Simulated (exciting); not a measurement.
# Core excitons at the F K edge of NaMgF3, part 2 of 2

How far do the exchange and direct terms reshape the F K edge of NaMgF3?

exciting sodium; X-ray absorption, core-level Bethe-Salpeter equation, exchange and statically screened direct term, Tamm-Dancoff, all-electron LAPW+lo LDA.

So far. Step 3 (A richer basis for the empty states): Against the first ground state the total energy moves by -9 meV an atom and the gap by -0.01 eV.

### Step 4. Screening, kernels and BSE for F atom 3

The absorber has 2 Mg at 1.98 Å (linear, site symmetry 4/mmm).

Input file input.xml:

```
<input>
  <title>NaMgF3</title>
  <structure speciespath="." autormt="false" epslat="1.0e-5">
    <crystal>
      <basevect>7.4660036711 0.0000000000 0.0000000000</basevect>
      <basevect>0.0000000000 7.4660036711 0.0000000000</basevect>
      <basevect>0.0000000000 0.0000000000 7.4660036711</basevect>
    </crystal>
    <species speciesfile="Mg.xml" rmt="2.099">
      <atom coord="0.5000000000 0.5000000000 0.5000000000"/>
    </species>
    <species speciesfile="Na.xml" rmt="2.207">
      <atom coord="0.0000000000 0.0000000000 0.0000000000"/>
    </species>
    <species speciesfile="F.xml" rmt="1.522">
      <atom coord="0.0000000000 0.5000000000 0.5000000000"/>
      <atom coord="0.5000000000 0.0000000000 0.5000000000"/>
      <atom coord="0.5000000000 0.5000000000 0.0000000000"/>
    </species>
  </structure>
  <groundstate do="skip" xctype="LDA_PW" ngridk="4 4 4" rgkmax="7" gmaxvr="14" nempty="8" swidth="0.001" maxscl="100" epsengy="1e-5"/>
  <xs xstype="BSE" ngridk="4 4 4" ngridq="4 4 4" vkloff="0.097 0.273 0.493" rgkmax="7" nempty="27" gqmax="3" lmaxapwwf="5" lmaxemat="2" broad="0.01654" tevout="true">
    <energywindow intv="23.531 25.148" points="439"/>
    <screening screentype="full" nempty="47"/>
    <BSE xas="true" xasspecies="3" xasatom="1" xasedge="K" bsetype="singlet" nstlxas="1 23"/>
    <qpointset>
      <qpoint>0 0 0</qpoint>
    </qpointset>
    <plan>
      <doonly task="xsgeneigvec"/>
      <doonly task="writepmatxs"/>
      <doonly task="scrgeneigvec"/>
      <doonly task="scrwritepmat"/>
      <doonly task="screen"/>
      <doonly task="scrcoulint"/>
      <doonly task="exccoulint"/>
    </plan>
  </xs>
</input>
```

Input file input.xml for the last start (plan only):

```
  <plan>
    <doonly task="bse"/>
  </plan>
```

Launch:

```console
> OMP_NUM_THREADS=1 mpirun -n 2 exciting
> OMP_NUM_THREADS=2 exciting
```

Numbers of over 12 decimals in the logs are rounded to 6 here.

Output:

```text
| EXCITING SODIUM started for task xsgeneigvec ( 301)                          =
One-shot GS runs for BSE calculations
One-shot GS runs for k+qmt/2 grids
Info(xsgeneigvec): Generating eigenvectors for Q-point      1
Info(xsgeneigvec): Generation of eigenvectors finished
| EXCITING SODIUM started for task writepmatxs ( 320)                          =
Info(writepmatxs): Momentum matrix elements finished
| EXCITING SODIUM started for task scrgeneigvec ( 401)                         =
One-shot GS runs for BSE calculations
One-shot GS runs for k+qmt/2 grids
Info(xsgeneigvec): Generating eigenvectors for Q-point      1
Using screening GS parameters.
Info(xsgeneigvec): Generation of eigenvectors finished
| EXCITING SODIUM started for task scrwritepmat ( 420)                         =
Info(writepmatxs): Momentum matrix elements finished
Info(scrwritepmat): Momentum matrix elements for screening finished
| EXCITING SODIUM started for task screen ( 430)                               =
Info(screenlauncher): Calculating screening for unshifted q-grid.
Info(screenlauncher): Number of q points:      10
Info(screenlauncher): lowest (partially)  unoccupied state:     21
Info(screenlauncher): highest (partially) occupied state  :     20
Info(screenlauncher): number of occupied states considered:   20
Info(screenlauncher): number of unoccupied states considered:   48
Info(screenlauncher): Starting loop over q-points
Info(screenlauncher): Screening for unshifted q-grid finished
Info(screenlauncher): Screening finished
| EXCITING SODIUM started for task scrcoulint ( 440)                           =
Info(scrcoulintlauncher): Setting up screened Coulomb interaction matrix W.
Info(scrcoulintlauncher): Using momentum transfer vectors from list :   1 to  1
Info(scrcoulintlauncher): Calculating screened Coulomb interaction matrix W
Info(scrcoulintlauncher): Momentum transfer list index: iqmt=  1
Info(scrcoulintlauncher): Momentum transfer: vqmtl=   0.000   0.000   0.000
Info(scrcoulintlauncher): Calculating RR block of W
Info(scrcoulint): Inspecting occupations...
Info(setranges_modxs): Number of non-reduced k-points:       64
Info(setranges_modxs): Number of states considered:       48
Info(setranges_modxs): Number of (partially) occupied states:        2
Info(setranges_modxs): Highest (partially) occupied states:       20
Info(setranges_modxs): Number of (partially) unoccupied states:       28
Info(setranges_modxs): Lowest (partially) unoccupied states:       21
Info(scrcoulint): Selecting transitions...
Info(select_transitions): Inspecting transitions in the  band interval:
  lowest occupied state:   1
  highest occupied state:   2
  lowest unoccupied state:  21
  highest unoccupied state:  43
  Opening gap with a scissor of:      0.000/H      0.000/eV
Info(select_transitions): Number of participating transitions:    2944
Info(scrcoulint): Size of file SCCLI will be about     0.065584 GB
Info(scrcoulint): Using q-grid
Info(scrcoulint): Number of reduced q-points:     10
Info(scrcoulint): Number of non-reduced q-points:     64
Info(scrcoulint): Calculating W(G1,G2,qr) fourier coefficients
Info(scrcoulint): Calculating W matrix elements
Info(scrcoulintlauncher): Screened coulomb interaction finished for iqmt=   1
| EXCITING SODIUM started for task exccoulint ( 441)                           =
Info(exccoulintlauncher): Setting up exchange interaction matrix V.
Info(exccoulintlauncher): Using momentum transfer vectors from list :   1 to  1
Info(exccoulintlauncher):Calculating exchange interaction matrix V
Info(exccoulintlauncher): Momentum transfer list index: iqmt=  1
Info(exccoulintlauncher): Momentum transfer: vqmtl=   0.000   0.000   0.000
Info(exccoulintlauncher): Calculating RR block of V
Info(exccoulint): Inspecting occupations...
Info(setranges_modxs): Number of non-reduced k-points:       64
Info(setranges_modxs): Number of states considered:       48
Info(setranges_modxs): Number of (partially) occupied states:        2
Info(setranges_modxs): Highest (partially) occupied states:       20
Info(setranges_modxs): Number of (partially) unoccupied states:       28
Info(setranges_modxs): Lowest (partially) unoccupied states:       21
Info(exccoulint): Selecting transitions...
Info(select_transitions): Inspecting transitions in the  band interval:
  lowest occupied state:   1
  highest occupied state:   2
  lowest unoccupied state:  21
  highest unoccupied state:  43
  Opening gap with a scissor of:      0.000/H      0.000/eV
Info(select_transitions): Number of participating transitions:    2944
Info(exccoulint): Size of file EXCLI will be about     0.065584 GB
Info(exccoulint): Generating plane wave matrix elements for momentum transfer iqmt=   1
  Timing (in seconds)	   :     677.327
Info(exccoulint): Generating V matrix elements
Info(exccoulint): Zeroing Coulomb potential at G+qmt index:  1
Info(exccoulintlauncher): Exchange interaction finished for iqmt=   1
| EXCITING SODIUM started for task bse ( 445)                                  =
Info(bselauncher): Init time:    0.893470
Info(bselauncher): Setting up and diagonalizing BSE Hamiltonian.
Info(bselauncher): Using momentum transfer vectors from list :   1 to  1
Info(bselauncher): Distributing qmt-points over   1 processes.
Info(bselauncher): BSE type: singlet
Info(bselauncher): Momentum transfer list index: iqmt=  1
Info(bselauncher): Momentum transfer: vqmtl=   0.000   0.000   0.000
Info(bse): Inspecting occupations...
Info(setranges_modxs): Number of non-reduced k-points:       64
Info(setranges_modxs): Number of states considered:       48
Info(setranges_modxs): Number of (partially) occupied states:        2
Info(setranges_modxs): Highest (partially) occupied states:       20
Info(setranges_modxs): Number of (partially) unoccupied states:       28
Info(setranges_modxs): Lowest (partially) unoccupied states:       21
Info(select_transitions): Inspecting transitions in the  band interval:
  lowest occupied state:   1
  highest occupied state:   2
  lowest unoccupied state:  21
  highest unoccupied state:  43
  Opening gap with a scissor of:      0.000/H      0.000/eV
Info(select_transitions): Number of participating transitions:    2944
Info(bse): Selecting transitions...
Info(bse):bsegap (eV):   652.647739
Info(bse): Assembling BSE matrix
  RR/RA blocks of global BSE-Hamiltonian:
  Size of the Hamiltonian:    2944
  Number of k-points:      64
  Distributing matrix to   1 processes
  Local matrix shape   2944 x  2944
Info(bse): max local RAM needed for BSE matrices ~     0.129150 GB
Info(setup_bse_block): Setting up RR part of hamiltonian
Info(setup_bse_block): Singlet spin state
Info(bse): Diagonalizing RR Hamiltonian (TDA)
Info(bse): Invoking Lapack routine ZHEEVR
      2944 eigen solutions found in the interval:
         i1=       1 i2=    2944
Info(bse): Writing excition energies and oscillator strengths to text file.
Info(makespectrum_dist): Making spectrum using formula for coupling with time reversed AR basis.
Info(makespectrum_dist): Using formalism for vanishing momentum transfer.
Info(writederived): Writing quantities derived from the macroscopic dielectric function.
Info(bselauncher): Spectrum finished for iqmt=  1
Info(bselauncher): All done for BSE type singlet
```

The job ended after 39 min (2 MPI ranks of Arm Neoverse N1, shared host).

Wall time by task: xsgeneigvec 47 s, writepmatxs 18 s, scrgeneigvec 46 s, scrwritepmat 9.6 s, screen 8.2 min, scrcoulint 17 min, exccoulint 11 min, bse 39 s.

The F K spectrum of F atom 3 (energy from the Kohn–Sham onset, core level to the lowest empty state found on the meshes used, 652.30 eV; the ground-state mesh sets it, and the shifted mesh has its lowest transition 0.35 eV above it; Im ε scaled to the maximum of the singlet run; cut below the end of the band set):

```csv
E (eV),Im ε
-5.0,0.02
-4.0,0.03
-3.0,0.06
-2.0,0.13
-1.0,0.55
0.0,0.98
1.0,0.70
2.0,0.78
3.0,0.81
4.0,0.76
5.0,0.73
6.0,0.47
7.0,0.37
8.0,0.35
9.0,0.20
10.0,0.13
11.0,0.13
12.0,0.11
13.0,0.15
14.0,0.20
15.0,0.26
16.0,0.27
17.0,0.24
18.0,0.16
19.0,0.14
20.0,0.11
```

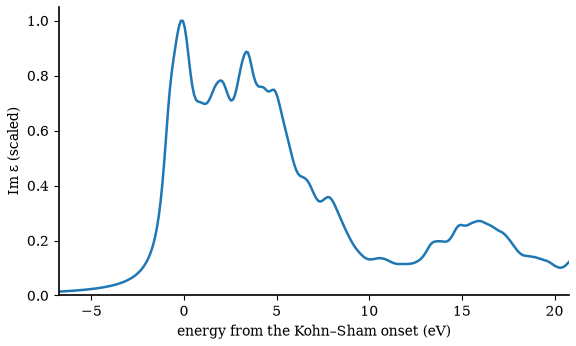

The F K edge of F atom 3.

Maxima (height): -0.2 eV (1.00), 1.9 eV (0.78), 3.3 eV (0.89), 7.8 eV (0.36) and 16.0 eV (0.27).

The Hamiltonian has 2944 rows. The lowest groups of eigenvalues and the brightest ones, on the scale above (the program counts from the shifted mesh's onset, 0.35 eV higher). Core spinors bring spin-forbidden partners, so dark means forbidden by spin or by symmetry, and the shifted mesh splits states that symmetry would keep together:

```csv
energy (eV),states within 10 meV,relative strength
-1.905,2,dark
-0.837,2,0.78
-0.729,2,1.00
-0.433,2,0.53
-0.338,2,0.64
-0.217,2,0.67
-0.067,2,0.71
0.028,2,0.87
0.824,2,0.69
3.478,2,0.94
```

### Step 5. Independent particles

Changes to input.xml since step 4:

```diff
@@ -24,3 +24,3 @@
     <screening screentype="full" nempty="47"/>
-    <BSE xas="true" xasspecies="3" xasatom="1" xasedge="K" bsetype="singlet" nstlxas="1 23"/>
+    <BSE xas="true" xasspecies="3" xasatom="1" xasedge="K" bsetype="IP" nstlxas="1 23"/>
     <qpointset>
@@ -29,9 +29,3 @@
     <plan>
-      <doonly task="xsgeneigvec"/>
-      <doonly task="writepmatxs"/>
-      <doonly task="scrgeneigvec"/>
-      <doonly task="scrwritepmat"/>
-      <doonly task="screen"/>
-      <doonly task="scrcoulint"/>
-      <doonly task="exccoulint"/>
+      <doonly task="bse"/>
     </plan>
```

Launch:

```console
> OMP_NUM_THREADS=2 exciting
```

Output:

```text
| EXCITING SODIUM started for task bse ( 445)                                  =
Info(bselauncher): Init time:    0.892870
Info(bselauncher): Setting up and diagonalizing BSE Hamiltonian.
Info(bselauncher): Using momentum transfer vectors from list :   1 to  1
Info(bselauncher): Distributing qmt-points over   1 processes.
Info(bselauncher): BSE type: IP
Info(bselauncher): Momentum transfer list index: iqmt=  1
Info(bselauncher): Momentum transfer: vqmtl=   0.000   0.000   0.000
Info(bse): Inspecting occupations...
Info(setranges_modxs): Number of non-reduced k-points:       64
[...]
highest unoccupied state:  43
  Opening gap with a scissor of:      0.000/H      0.000/eV
Info(select_transitions): Number of participating transitions:    2944
Info(bse): Selecting transitions...
Info(bse):bsegap (eV):   652.647739
Info(bse): IP requested, nothing much to do
Info(bse): Writing excition energies and oscillator strengths to text file.
Info(makespectrum_dist): Making spectrum using formula for coupling with time reversed AR basis.
Info(makespectrum_dist): Using formalism for vanishing momentum transfer.
Info(writederived): Writing quantities derived from the macroscopic dielectric function.
Info(bselauncher): Spectrum finished for iqmt=  1
Info(bselauncher): All done for BSE type IP
```

It took 3 s on 2 threads.

Maxima (height): 6.1 eV (0.44), 8.6 eV (0.76), 10.6 eV (1.04), 17.3 eV (0.40) and 18.9 eV (0.43). The spectrum differs from the singlet run by 93 % r.m.s. Moving the earlier curve by +5.8 eV leaves 40 %. The highest maximum lies at 10.6 eV (1.04), against -0.2 eV (1.00).

### Step 6. Exchange alone

Changes to input.xml since step 5:

```diff
@@ -24,3 +24,3 @@
     <screening screentype="full" nempty="47"/>
-    <BSE xas="true" xasspecies="3" xasatom="1" xasedge="K" bsetype="IP" nstlxas="1 23"/>
+    <BSE xas="true" xasspecies="3" xasatom="1" xasedge="K" bsetype="RPA" nstlxas="1 23"/>
     <qpointset>
```

Launch:

```console
> OMP_NUM_THREADS=2 exciting
```

Output:

```text
| EXCITING SODIUM started for task bse ( 445)                                  =
Info(bselauncher): Init time:    0.899272
Info(bselauncher): Setting up and diagonalizing BSE Hamiltonian.
Info(bselauncher): Using momentum transfer vectors from list :   1 to  1
Info(bselauncher): Distributing qmt-points over   1 processes.
Info(bselauncher): BSE type: RPA
Info(bselauncher): Momentum transfer list index: iqmt=  1
Info(bselauncher): Momentum transfer: vqmtl=   0.000   0.000   0.000
Info(bse): Inspecting occupations...
Info(setranges_modxs): Number of non-reduced k-points:       64
[...]
Info(setup_bse_block): Setting up RR part of hamiltonian
Info(setup_bse_block): Using RPA approximation
Info(bse): Diagonalizing RR Hamiltonian (TDA)
Info(bse): Invoking Lapack routine ZHEEVR
      2944 eigen solutions found in the interval:
         i1=       1 i2=    2944
Info(bse): Writing excition energies and oscillator strengths to text file.
Info(makespectrum_dist): Making spectrum using formula for coupling with time reversed AR basis.
Info(makespectrum_dist): Using formalism for vanishing momentum transfer.
Info(writederived): Writing quantities derived from the macroscopic dielectric function.
Info(bselauncher): Spectrum finished for iqmt=  1
Info(bselauncher): All done for BSE type RPA
```

Run time: 39 s. Hardware: 2 threads.

Maxima (height): 6.1 eV (0.43), 8.6 eV (0.75), 10.6 eV (1.04), 17.3 eV (0.40) and 18.9 eV (0.43). Against the independent-particle run the r.m.s. difference is 2 %.

### Step 7. Another input

In this try the input is made faulty on purpose, to show what that does.

Changes to input.xml since step 6:

```diff
@@ -21,6 +21,6 @@
   <groundstate do="skip" xctype="LDA_PW" ngridk="4 4 4" rgkmax="7" gmaxvr="14" nempty="8" swidth="0.001" maxscl="100" epsengy="1e-5"/>
-  <xs xstype="BSE" ngridk="4 4 4" ngridq="4 4 4" vkloff="0.097 0.273 0.493" rgkmax="7" nempty="27" gqmax="3" lmaxapwwf="5" lmaxemat="2" broad="0.01654" tevout="true">
+  <xs xstype="BSE" ngridk="2 2 2" ngridq="2 2 2" vkloff="0 0 0" rgkmax="7" nempty="27" gqmax="3" lmaxapwwf="5" lmaxemat="2" broad="0.01654" tevout="true">
     <energywindow intv="23.531 25.148" points="439"/>
     <screening screentype="full" nempty="47"/>
-    <BSE xas="true" xasspecies="3" xasatom="1" xasedge="K" bsetype="RPA" nstlxas="1 23"/>
+    <BSE xas="true" xasspecies="3" xasatom="1" xasedge="K" bsetype="singlet" nstlxas="1 23"/>
     <qpointset>
@@ -29,3 +29,9 @@
     <plan>
-      <doonly task="bse"/>
+      <doonly task="xsgeneigvec"/>
+      <doonly task="writepmatxs"/>
+      <doonly task="scrgeneigvec"/>
+      <doonly task="scrwritepmat"/>
+      <doonly task="screen"/>
+      <doonly task="scrcoulint"/>
+      <doonly task="exccoulint"/>
     </plan>
```

Input file input.xml for the last start (plan only):

```
  <plan>
    <doonly task="bse"/>
  </plan>
```

Launch:

```console
> OMP_NUM_THREADS=1 mpirun -n 2 exciting
> OMP_NUM_THREADS=2 exciting
```

Output:

```text
| EXCITING SODIUM started for task xsgeneigvec ( 301)                          =
One-shot GS runs for BSE calculations
One-shot GS runs for k+qmt/2 grids
Info(xsgeneigvec): Generating eigenvectors for Q-point      1
Info(xsgeneigvec): Generation of eigenvectors finished
| EXCITING SODIUM started for task writepmatxs ( 320)                          =
Info(writepmatxs): Momentum matrix elements finished
| EXCITING SODIUM started for task scrgeneigvec ( 401)                         =
One-shot GS runs for BSE calculations
One-shot GS runs for k+qmt/2 grids
[...]
Info(setup_bse_block): Setting up RR part of hamiltonian
Info(setup_bse_block): Singlet spin state
Info(bse): Diagonalizing RR Hamiltonian (TDA)
Info(bse): Invoking Lapack routine ZHEEVR
       368 eigen solutions found in the interval:
         i1=       1 i2=     368
Info(bse): Writing excition energies and oscillator strengths to text file.
Info(makespectrum_dist): Making spectrum using formula for coupling with time reversed AR basis.
Info(makespectrum_dist): Using formalism for vanishing momentum transfer.
Info(writederived): Writing quantities derived from the macroscopic dielectric function.
Info(bselauncher): Spectrum finished for iqmt=  1
Info(bselauncher): All done for BSE type singlet
```

Elapsed: 2.8 min, on 2 MPI ranks.

Wall time by task: xsgeneigvec 8.6 s, writepmatxs 5.5 s, scrgeneigvec 8.1 s, scrwritepmat 4.7 s, screen 30 s, scrcoulint 24 s, exccoulint 83 s, bse 1.1 s.

The input has a fault: a coarse mesh through the zone centre samples only symmetric points. In all it changes the k mesh from 4×4×4 to 2×2×2 and mesh offset from shifted to 0 0 0. The spectrum differs from the singlet run by 34 % r.m.s. The highest maximum lies at 0.1 eV (1.56), against -0.2 eV (1.00). The first bright state moves from -0.84 to 0.11 eV. The lowest bare transition of this run lies at 0.00 eV, against 0.35. A coarse mesh samples few band energies, and it inflates the long-range part of the attraction. Symmetric points repeat the same band energies.

```csv
E (eV),first run,this run
-5.0,0.02,0.02
-4.0,0.03,0.03
-3.0,0.06,0.05
-2.0,0.13,0.09
-1.0,0.55,0.25
0.0,0.98,1.44
1.0,0.70,0.78
2.0,0.78,0.78
3.0,0.81,0.58
4.0,0.76,0.88
5.0,0.73,0.54
6.0,0.47,0.84
7.0,0.37,0.41
8.0,0.35,0.33
9.0,0.20,0.22
10.0,0.13,0.10
11.0,0.13,0.07
12.0,0.11,0.10
13.0,0.15,0.10
14.0,0.20,0.30
15.0,0.26,0.17
16.0,0.27,0.44
17.0,0.24,0.24
18.0,0.16,0.15
19.0,0.14,0.07
20.0,0.11,0.16
```

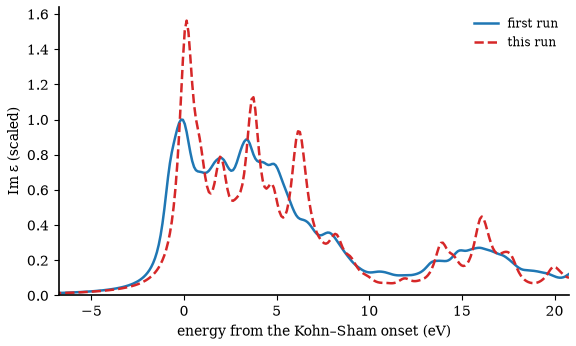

This run beside the first singlet run.

### Step 8. The levels of theory side by side

```csv
level,curve passes 0.15 (eV),highest maximum (eV),its height
IP,2.1,10.6,1.04
RPA,2.1,10.6,1.04
singlet,-1.8,-0.2,1.00
```

```csv
E (eV),IP,RPA,singlet
-5.0,0.01,0.01,0.02
-4.0,0.01,0.01,0.03
-3.0,0.01,0.01,0.06
-2.0,0.01,0.01,0.13
-1.0,0.02,0.02,0.55
0.0,0.03,0.03,0.98
1.0,0.07,0.06,0.70
2.0,0.14,0.14,0.78
3.0,0.25,0.24,0.81
4.0,0.31,0.30,0.76
5.0,0.37,0.36,0.73
6.0,0.44,0.43,0.47
7.0,0.51,0.50,0.37
8.0,0.71,0.70,0.35
9.0,0.70,0.70,0.20
10.0,0.77,0.77,0.13
11.0,0.81,0.84,0.13
12.0,0.39,0.40,0.11
13.0,0.24,0.24,0.15
14.0,0.19,0.19,0.20
15.0,0.18,0.18,0.26
16.0,0.25,0.25,0.27
17.0,0.37,0.37,0.24
18.0,0.34,0.34,0.16
19.0,0.42,0.43,0.14
20.0,0.35,0.35,0.11
```

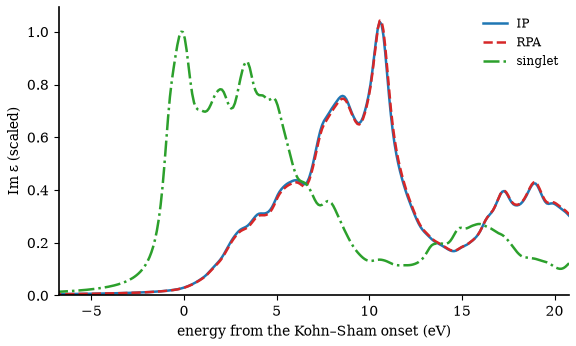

The spectrum at each level.

### Step 9. Outcome

| Item | Value |
| --- | --- |
| absorber and edge | F K, atom 3 |
| surroundings | 2 Mg at 1.98 Å (linear, site symmetry 4/mmm) |
| first bright state | -0.84 eV from the Kohn–Sham onset, on this mesh |
| highest maximum | -0.2 eV |
| cost of the BSE run | 39 min on 2 MPI ranks of Arm Neoverse N1, shared host; the last task ran on as many threads |

**Reading.** Is a core exciton bound? Yes on this mesh: the first bright state (over 5 % of the brightest) lies at -0.84 eV from the Kohn–Sham onset and at -1.18 eV from the lowest bare transition of its own mesh; weaker or dark states reach down to -1.91 eV. Exchange alone changes the independent-particle spectrum by 1.7 % r.m.s. A mesh of 64 points doesn't converge binding energies, and fine structure above the first lines is partly noise of the mesh. The kernel cutoff is low for a compact core orbital, so the effect of exchange is a lower bound. The zero comes from the unshifted 4×4×4 ground-state mesh; it is exact only where the band minimum lies on that mesh. The Kohn–Sham onset, 652 eV, is no photon energy: the scale needs a rigid shift. Bands and screening come from semilocal DFT, whose small gap overscreens. Vibrations and energy-dependent lifetimes are left out. The structure is a Materials Project entry, computed there, and may be a hypothetical form.

[Banner, clock and machine lines of the logs are left out without a mark of their own.]

[Logs are printed without paths, hosts, clocks, repeated set-up lines and the standing remarks that a program may print on its own settings, such as how far it seeks lower states.]

[Hosts, paths, dates, database ids (printed as entryN), source tags and the programs' standing remarks are cut or masked in the printed files.]
